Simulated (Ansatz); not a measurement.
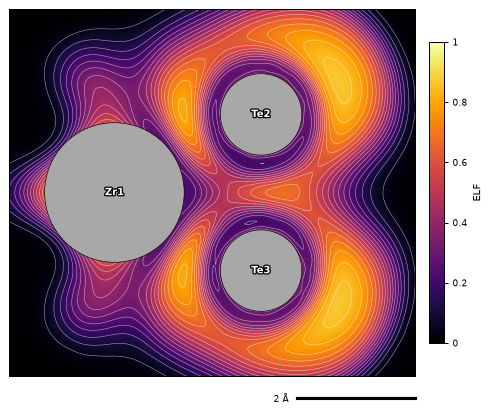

Figure 1: Te2Zr (charge +1, quartet). ELF on the molecular plane. Grey discs cover the atomic cores.

Geometry: r2SCAN-D4/def2-TZVP; core potentials replace the inner electrons of Zr and Te.

All numbers below come from UKS PBE0-D4/def2-TZVP (Ansatz).

What does the map show?

Answer.
- The section cuts through Zr and Te sites.
- Te–Te (2.65 Å): the ELF peaks at about 0.65 between the atoms.
- Zr–Te (2.82 Å): the ELF peaks at about 0.70 in the valence shell of Te, 1.2 Å from its nucleus, and is about 0.55 at the midpoint.
